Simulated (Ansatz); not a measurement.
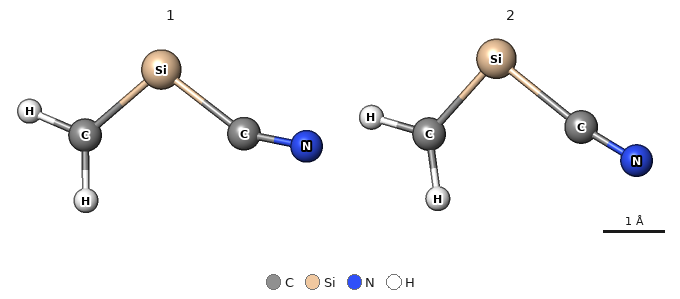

Two geometries of C2H2NSi (charge −1), drawn at one scale. One is the start of a relaxation, the other its converged end. The picture is a ball-and-stick view, seen at a tilt.

The calculation used RKS PBE0-D4/def2-TZVPD in Ansatz 0.2.0. (force threshold 0.005 eV/Å; at most 200 steps)

Which of the two is the end point?

Structure 2 is the relaxed one. The atom that moves furthest after the best rigid fit is the N atom (0.30 Å). By element the largest moves are N 0.30 Å, H 0.22 Å, Si 0.20 Å, C 0.12 Å. Some distances before and after: C–Si 1.855 → 1.928 Å, C–Si 1.767 → 1.752 Å, C–N 1.167 → 1.161 Å. Bond angles that change, for instance: Si–C–N 155.2° → 172.7°, C–Si–C 106.6° → 98.1°. The energy falls by 3.32 kcal/mol in 6 accepted moves (9 points after the start). The largest force component goes from 1.3 to 0.0047 eV/Å. The line search rejected the trial steps at points 3, 5, 8 of the run. The run took 25 s on 2 threads of Intel Xeon 6975P-C (shared host).
